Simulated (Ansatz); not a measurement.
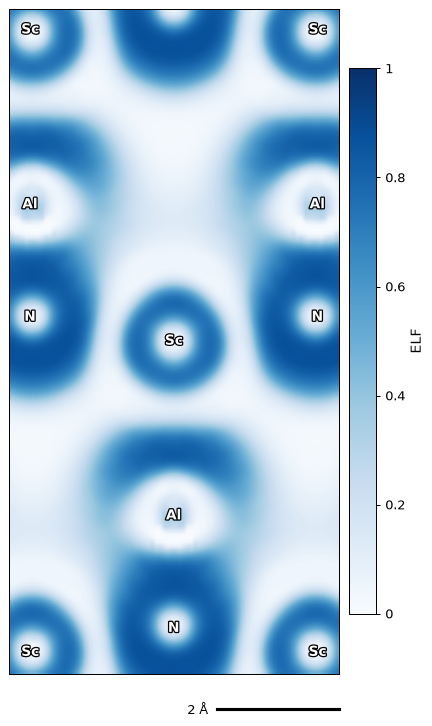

The picture shows: ScAl4N. ELF on the (100) plane of the conventional cell.

Space group Amm2; a structure generated by program, which may or may not match a known phase.

All numbers below come from DFT PBE, scalar-relativistic, plane waves, PAW in Ansatz.

In a PAW calculation such maps are meaningful between the atoms, not at the nuclei.

Input

```
crystal:
  lattice:
    - [4.9156461321, 0.0, 0.0]
    - [0.0, 2.3613283366, 5.1448058023]
    - [0.0, -2.3613283366, 5.1448058023]
  atoms:
    - { symbol: Sc, position: [0.0, 0.3815744797, 0.3815744797] }
    - { symbol: Al, position: [0.0, 0.6606515168, 0.6606515168] }
    - { symbol: Al, position: [0.5, 0.5426803336, 0.5426803336] }
    - { symbol: Al, position: [0.5, 0.5361384987, 0.0363901943] }
    - { symbol: Al, position: [0.5, 0.0363901943, 0.5361384987] }
    - { symbol: "N", position: [0.0, 0.8419354868, 0.8419354868] }
basis:
  ecutwfc: 420
kpoints:
  mp_grid: { grid: [8, 10, 10] }
hamiltonian:
  xc: pbe
scf:
  occupations: { method: gaussian, width: 0.1 }
output:
  forces: true
  stress: true
  eigenvalues: true
  write_density: true
  write_potential: true
  elf: true
  volumetric_format: npy
relax:
  adjacent_minimum: "off"
  f_tol: 0.01
  max_steps: 80
  cell: { stress_tol: 0.05 }
```

Command:

```sh
ansatz run input.yaml --threads 1 --pin off --max-ram 2560MiB --backend cpu --events-out ev --progress --plain --runs-dir out
```

Below, planes, directions and counts refer to the conventional cell (a = 4.93 Å, b = 4.73 Å, c = 10.25 Å, α = 90.00°, β = 90.00°, γ = 90.00°).

The fields are those of the run's last geometry, not of the input's.

What do the fields say about this system?

Answer. Atoms in the plane: Sc, Al and N.
Al–N (1.86 Å): the ELF peaks at about 0.85 in the valence shell of N, 0.7 Å from its nucleus, and is about 0.85 at the midpoint.
Sc–N (2.40 Å): the ELF peaks at about 0.85 in the valence shell of N, 0.7 Å from its nucleus, and is about 0.20 at the midpoint (no localised pair shows between them).
The features right at Sc lie inside the PAW spheres, where the map follows smoothed inner orbitals and isn't to be read closely.
